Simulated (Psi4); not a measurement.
# BH (SMILES [BH]): CCSD/cc-pCVTZ (sweep point 4)

Aim: the energy change on altering one bond length of BH at CCSD/cc-pCVTZ (sweep point 4), from 2 runs. 

The results are computed with Psi4 1.11.

## 1. The system as given

BH has 2 atoms, charge 0, and is taken as a singlet. SMILES: `[BH]`. The bond length is the measured one.

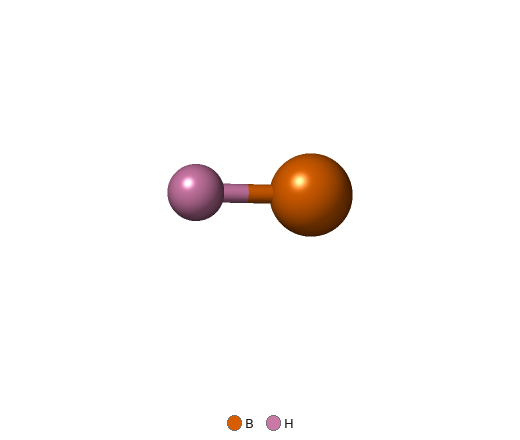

Viewed from a chosen angle; boron orange, hydrogen pink.

## 2. A single-point energy at CCSD/cc-pCVTZ (sweep point 4)

input.in

```
memory 1.6 GB

molecule mol {
  0 1
  B      0.00000000     0.00000000     0.00000000
  H      0.00000000     0.00000000     2.32889848
  units bohr
  symmetry c1
}

set {
  puream          true
  scf_type        pk
  num_frozen_docc 0
}

result = energy('ccsd/cc-pCVTZ')
```

Launch:

```
$ psi4 -i input.in -o input.out -n 1
```

input.out:

```text
[...]
  Running in c1 symmetry.
[...]
  Nuclear repulsion =    2.146937723107621
[...]
  Multiplicity = 1
[...]
  Nalpha       = 3
  Nbeta        = 3
[...]
    Number of basis functions: 57
[...]
   @RHF iter   1:   -25.12442048289434   -6.62741e-01   1.35081e-03 DIIS/ADIIS
[...]
   @RHF iter   8:   -25.13000063262229   -4.70024e-12   3.09515e-09 DIIS
[...]
    Orbital Energies [Eh]
    ---------------------
    Doubly Occupied:
       1A     -7.684442     2A     -0.648344     3A     -0.347532
    Virtual:
       4A      0.049113     5A      0.049113     6A      0.217518
       7A      0.247306     8A      0.337039     9A      0.341680
      10A      0.341680    11A      0.536295    12A      0.536295
      13A      0.552945    14A      0.552945    15A      0.569925
      16A      0.813251    17A      1.097542    18A      1.097542
      19A      1.269789    20A      1.476185    21A      1.476185
      22A      1.588399    23A      1.813880    24A      1.915479
      25A      1.915479    26A      1.917016    27A      1.917016
[...]
  @RHF Final Energy:   -25.13000063262229
   => Energetics <=
    Nuclear Repulsion Energy =              2.1469377231076212
    One-Electron Energy =                 -37.1932416900050882
    Two-Electron Energy =                   9.9163033342751739
    Total Energy =                        -25.1300006326222949
[...]
 Multipole Moments:
 ------------------------------------------------------------------------------------
     Multipole            Electronic (a.u.)      Nuclear  (a.u.)        Total (a.u.)
 ------------------------------------------------------------------------------------
 L = 1.  Multiply by 2.5417464519 to convert [e a0] to [Debye]
 Dipole X            :         -0.0000000            0.0000000           -0.0000000
 Dipole Y            :         -0.0000000            0.0000000           -0.0000000
 Dipole Z            :         -0.4855464            1.1570103            0.6714639
 Magnitude           :                                                    0.6714639
[...]
      * MP2 total energy                      =  -25.247795431634138
[...]
      * CCSD total energy                     =  -25.274715980575554
[...]
```

Run time: 4.8 s. Hardware: 1 thread of Intel Xeon Platinum 8488C (Sapphire Rapids), shared host; peak memory 0.36 GiB.

## 3. The distorted shape at the same level

calc.inp

```
memory 1600 mb

molecule mol {
  0 1
  B      0.00000000     0.00000000    -1.16444924
  H      0.00000000     0.00000000     2.32889848
  units bohr
  symmetry c1
}

set {
  basis cc-pCVTZ
  puream true
  scf_type pk
  num_frozen_docc 0
}

energy('ccsd')
```

Launch:

```
$ psi4 calc.inp calc.out -n 1
```

calc.out:

```text
[...]
  Running in c1 symmetry.
[...]
  Nuclear repulsion =    1.431291815405081
[...]
  Multiplicity = 1
[...]
  Nalpha       = 3
  Nbeta        = 3
[...]
    Number of basis functions: 57
[...]
   @RHF iter   1:   -25.05773943751048   -7.04207e-01   1.68322e-03 DIIS/ADIIS
[...]
   @RHF iter   8:   -25.06708562431456   -3.13349e-12   1.68668e-09 DIIS
[...]
    Orbital Energies [Eh]
    ---------------------
    Doubly Occupied:
       1A     -7.761679     2A     -0.558864     3A     -0.344677
    Virtual:
       4A      0.031602     5A      0.031602     6A      0.118490
       7A      0.299140     8A      0.316453     9A      0.320641
      10A      0.320641    11A      0.445847    12A      0.520681
      13A      0.520681    14A      0.538270    15A      0.538270
      16A      0.718060    17A      0.958959    18A      0.958959
      19A      1.207356    20A      1.431952    21A      1.431952
      22A      1.553910    23A      1.800388    24A      1.889422
      25A      1.889422    26A      1.903715    27A      1.903715
[...]
  @RHF Final Energy:   -25.06708562431456
   => Energetics <=
    Nuclear Repulsion Energy =              1.4312918154050809
    One-Electron Energy =                 -35.6663147779717065
    Two-Electron Energy =                   9.1679373382520666
    Total Energy =                        -25.0670856243145579
[...]
 Multipole Moments:
 ------------------------------------------------------------------------------------
     Multipole            Electronic (a.u.)      Nuclear  (a.u.)        Total (a.u.)
 ------------------------------------------------------------------------------------
 L = 1.  Multiply by 2.5417464519 to convert [e a0] to [Debye]
 Dipole X            :         -0.0000000            0.0000000           -0.0000000
 Dipole Y            :          0.0000000            0.0000000            0.0000000
 Dipole Z            :         -1.9734071            1.7355154           -0.2378916
 Magnitude           :                                                    0.2378916
[...]
      * MP2 total energy                      =  -25.188473245602072
[...]
      * CCSD total energy                     =  -25.221186541474967
[...]
```

Wall time 4.8 s (1 thread of Intel Xeon Platinum 8488C (Sapphire Rapids), shared host); peak memory 0.36 GiB.

## 4. Summary of results

At CCSD/cc-pCVTZ (sweep point 4):

| quantity | value |
| --- | --- |
| first shape: total energy | -25.27472 Eh |
| first shape: HOMO energy (Hartree–Fock orbitals) | -9.46 eV |
| first shape: LUMO energy (Hartree–Fock orbitals) | 1.34 eV |
| first shape: HOMO–LUMO gap (Hartree–Fock orbitals) | 10.79 eV |
| first shape: correlation energy | -144.7 mEh |
| first shape: T1 diagnostic | 0.012 |
| distorted shape: total energy | -25.22119 Eh |
| distorted shape: HOMO energy (Hartree–Fock orbitals) | -9.38 eV |
| distorted shape: LUMO energy (Hartree–Fock orbitals) | 0.86 eV |
| distorted shape: HOMO–LUMO gap (Hartree–Fock orbitals) | 10.24 eV |
| distorted shape: correlation energy | -154.1 mEh |
| distorted shape: T1 diagnostic | 0.020 |
| energy change with the B1–H2 bond stretched from 1.232 to 1.849 Å | 1.457 eV |

**Reading.** One bond (distorted shape) is far stretched, which a spin-restricted single reference describes badly; a broken-symmetry solution may lie lower. With the B1–H2 bond stretched from 1.232 to 1.849 Å the energy rises by 1.46 eV (34 kcal/mol). The first shape isn't relaxed at this level, so the change isn't measured from a minimum. A restricted reference can't describe the breaking bond well at this length.
